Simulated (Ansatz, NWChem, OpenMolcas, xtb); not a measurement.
**Loss of H2O: C4H6O → C4H4 + H2O**

Gas-phase species: C4H6O (trans-Crotonaldehyde) `C/C=C/C=O`, singlet; C4H4 (1-buten-3-yne) `C#CC=C`, singlet; H2O (water) `O`, singlet. This is a balance of energies; it says nothing on the path, which may need atoms to shift.

Shapes, held fixed at every level: PBE0-D4/def2-TZVP. Flexible molecules stand in one conformer, not always the lowest. Programs: Ansatz 0.2.0, NWChem 7.3.0, OpenMolcas 26.06, xtb 6.7.1. A level may come from different programs for different species; with the same settings they agree closely. Electronic energies: no zero-point or thermal term.

```
                             level            kind  ΔE (kJ/mol)
                          GFN2-xTB  semi-empirical       +200.1
                         HF/STO-3G    Hartree–Fock       +319.3
                          HF/3-21G    Hartree–Fock       +191.6
                       HF/def2-SVP    Hartree–Fock       +197.4
B3LYP/6-31G* (spherical functions)   global hybrid       +242.2
                     PBE0/def2-SVP   global hybrid       +235.6
```

PBE0/def2-SVP gives ΔE = +235.6 kJ/mol; the levels span +191.6 to +319.3. The median of the levels is +217.8. No measured value is set beside it here. PBE0/def2-SVP lies outside the range of the other correlated levels here, so it shouldn't be taken on trust. Rows in sets without polarisation functions are far from converged.

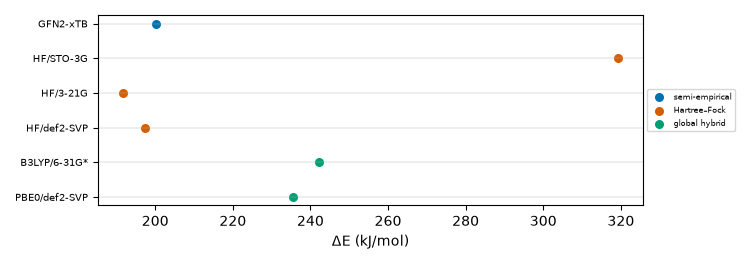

The values of the table, level by level.
